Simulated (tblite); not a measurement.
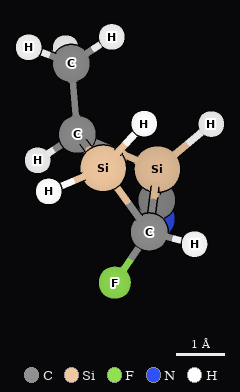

This is the input geometry for a relaxation of C4H8FNSi2. A ball-and-stick model, seen from a free direction.

Method: GFN2-xTB geometry optimisation, gas phase in tblite 0.8.0.

```xyz
16

C    -2.0007    0.5526    0.2918
C    -0.6286    0.5194   -0.3168
Si   -0.1359   -1.0862   -1.2508
C     1.6379   -0.8484   -0.6110
F     2.3939   -0.0386   -1.3566
Si    0.7998    0.0107    0.8831
C     1.7546    1.4347    1.6184
N     2.3396    2.3226    2.1028
H    -2.7620    0.6653   -0.4903
H    -2.2645   -0.3452    0.8716
H    -2.1185    1.4143    0.9617
H    -0.3690    1.4083   -0.8778
H    -0.3046   -0.9598   -2.7142
H    -0.8110   -2.2871   -0.6985
H     2.1336   -1.7846   -0.3416
H     0.3277   -0.9691    1.9168
```

What does the optimiser find from here?

After 116 geometry steps the energy has fallen by 10.3 kcal/mol. The largest move after the best rigid fit is that of H14, 1.39 Å. Largest moves by element: H 1.39 Å, F 1.30 Å, N 1.18 Å, C 0.69 Å, Si 0.57 Å. Near-neighbour distances that change, for instance: C4–F5 1.335 → 1.390 Å, Si3–C4 1.901 → 1.944 Å, Si6–H16 1.500 → 1.462 Å, C1–C2 1.501 → 1.527 Å. Among the angles between lasting bonds that change: Si3–C2–Si6 83.8° → 93.0°, C2–Si6–H16 111.5° → 120.3°, F5–C4–H15 113.6° → 104.9°. Groups turn about C4–Si6 by about 45°, C2–Si6 by about 45°, C2–Si3 by about 40°. Cost: 0.95 s on 1 thread of Arm Neoverse V1, with other jobs on the host.

Final geometry:

```xyz
16

C    -2.0712    0.1462    0.4180
C    -0.7119    0.5467   -0.1511
Si   -0.0160   -0.6124   -1.5370
C     1.3226   -1.1588   -0.2369
F     2.6411   -1.1158   -0.6759
Si    0.7855    0.2170    1.0175
C     1.9726    1.6535    1.0044
N     2.6887    2.5471    0.9930
H    -2.8509    0.2604   -0.3331
H    -2.0683   -0.8921    0.7442
H    -2.3341    0.7680    1.2728
H    -0.7796    1.5899   -0.4673
H     0.5758    0.0870   -2.6705
H    -0.9137   -1.6904   -1.9510
H     1.1872   -2.1738    0.1494
H     0.5646   -0.1637    2.4121
```

After the run, drawn alike:

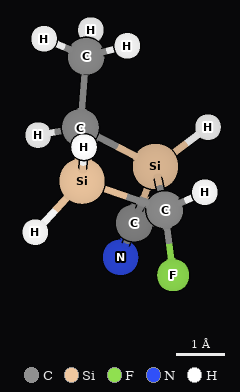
